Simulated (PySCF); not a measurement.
H$_{4}$P (SMILES [PH4]) (doublet)

The calculation's input:

```
{"job": {"kind": "sp", "xc": "CAM-B3LYP", "basis": "ma-def2-TZVP", "d3": "d3bj", "grid": 2}, "charge": 0, "multiplicity": 2}
P     -0.294112    -0.097858    -0.104713
H      0.243668    -1.168915    -1.067903
H      0.546561    -0.539865     0.951456
H     -1.013438     0.912886     0.803793
H      0.550461     0.904266    -0.652480
```

Run with:

```sh
OMP_NUM_THREADS=1 python redox_run.py task.json out
```

Geometry: PBE0-D3(BJ)/def2-SVP.

All numbers below come from DFT single point, gas phase, functional CAM-B3LYP (PySCF).

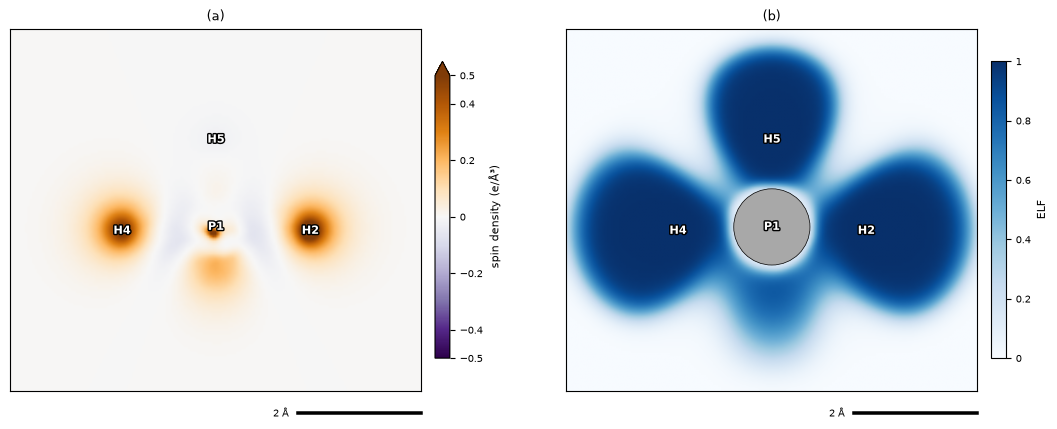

Figure 1. (a) spin density (α minus β); (b) electron localisation function on the plane of atoms H2, P1 and H5. Grey discs cover the atomic cores in the ELF map.

Q: Read the bonding off the picture.

A: Atoms in the plane: P and H. P–H (1.42 Å): the ELF climbs to about 1 towards the hydrogen, as it does in any bond to H. The unpaired spin (1 electron) lies mostly on P1 (about 0.5), H2 (about 0.3) and H4 (about 0.3), in electrons by Hirshfeld's partition.

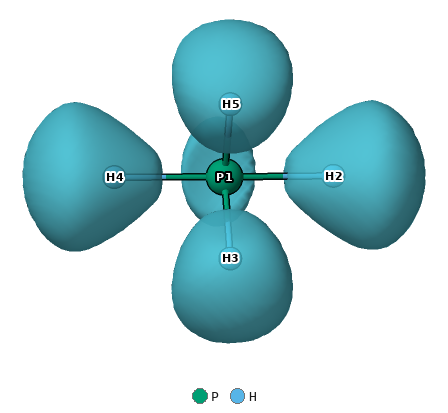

Figure 2. Isosurface of the ELF at 0.9 (cyan), seen across its widest extent. Only the valence region is drawn (cores and ρ < 0.01 e/Å³ removed).

Q: Where are the electrons localised?

A: At this value the surface marks out four regions around hydrogen nuclei and one lobe on P, pointing away from the bonds (non-bonding electrons).
